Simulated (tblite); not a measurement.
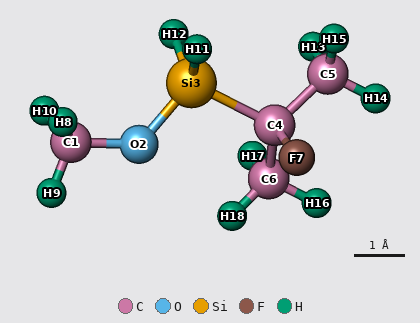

*The structure (ball-and-stick view, seen at a tilt; atoms are numbered from 1 in the order of the input).*

Bond lengths as drawn: C–C 1.52 Å, C–F 1.41 Å, C–H 1.09 Å, C–O 1.40 Å, C–Si 1.92 Å, H–Si 1.46 to 1.47 Å and O–Si 1.62 Å.

## Run report: C$_{4}$H$_{11}$FOSi, nudged elastic band

- system: C$_{4}$H$_{11}$FOSi
- method: GFN2-xTB climbing-image nudged elastic band, gas phase (tblite 0.8.0)

It belongs to a series of runs on one base structure; here: constitutional isomer.

**The program's output**
```
image   E - E0 / eV
  0      -0.0000
  1       0.0139
  2       0.0466
  3       0.0805
  4       0.0945
  5       0.0805
  6       0.0478
  7       0.0174
  8       0.0011
```

The run was set up as follows.

**The input**
```
{"job": {"kind": "neb", "xc": "GFN2-xTB", "basis": "xTB", "atoms": [1, 2, 3, 4], "turn": 120}, "charge": 0, "multiplicity": 1}
C      3.066323     0.162479    -0.203416
O      1.679984     0.325558    -0.173841
Si     0.551472    -0.819236    -0.011491
C     -1.088052     0.172968    -0.009954
C     -2.289988    -0.747571    -0.148782
C     -1.128516     1.293622    -1.037092
F     -1.194089     0.777033     1.258541
H      3.420977    -0.312903     0.712940
H      3.520871     1.148860    -0.298007
H      3.361377    -0.456854    -1.053147
H      0.682514    -1.560808     1.243478
H      0.574319    -1.752972    -1.144366
H     -2.255610    -1.255393    -1.107774
H     -3.215774    -0.177830    -0.080835
H     -2.284627    -1.493065     0.642338
H     -2.053198     1.861963    -0.943675
H     -1.068471     0.875028    -2.037797
H     -0.288271     1.965438    -0.883537
```

The first line tells a small driver script what to run in tblite; the rest is the geometry in Å.

Launched with:
```bash
OMP_NUM_THREADS=1 python <driver script> task.json out
```

**Summary**

- outcome: converged
- forward barrier: 0.095 eV
- hardware: 1 CPU thread, shared host
- wall time: 9.4 s
- peak memory: 0.18 GiB
